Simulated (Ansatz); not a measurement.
Consider C₂H₇BFGa.

```tsv
atom	x (Å)	y (Å)	z (Å)
F	-1.2698	1.0020	2.3379
B	-0.8377	0.5055	1.1955
C	0.5211	-0.2209	1.0020
C	1.0439	-0.0412	-0.4309
Ga	-0.4939	-0.1861	-1.6875
H	-1.6137	0.6231	0.2423
H	0.2497	-1.2872	1.1663
H	1.2561	0.0151	1.7912
H	1.8166	-0.7885	-0.6767
H	1.5155	0.9476	-0.5480
H	-0.8542	0.9534	-2.7122
H	-1.3336	-1.5227	-1.6799
```

These are results of RKS PBE0/def2-SVP in Ansatz, not measurements.

> Predict the electron density and electron localisation function between the atoms.

B–F (1.32 Å): ρ at the midpoint is about 2.2 e/Å³; the ELF peaks at about 0.85 between the atoms, as expected for a shared but strongly polarised pair.
C–B (1.55 Å): ρ at the midpoint is about 1.5 e/Å³; the ELF peaks at about 1 between the atoms: localised, covalent bonding.
B–H (1.23 Å): ρ is about 1.1 e/Å³ halfway; the ELF climbs to about 1 towards the hydrogen, as it does in any bond to H: a covalent bond by its length.

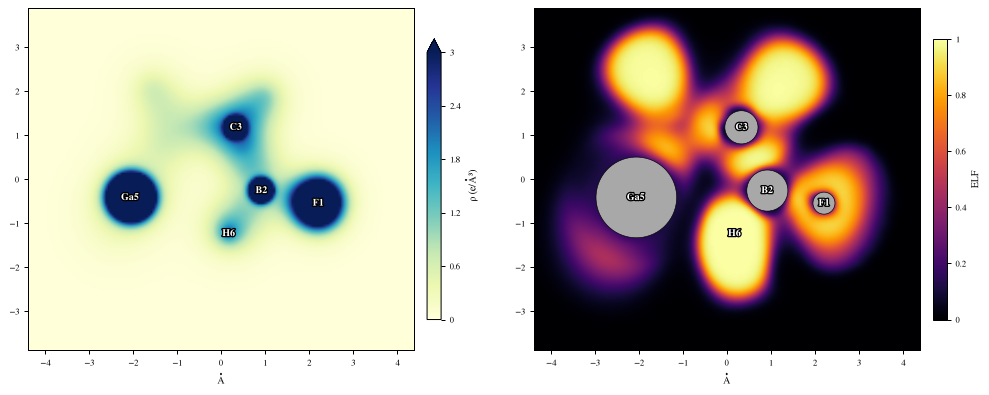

Computed electron density and electron localisation function on the plane of atoms F1, B2 and C3, in this order. Grey discs cover the atomic cores in the ELF map. 
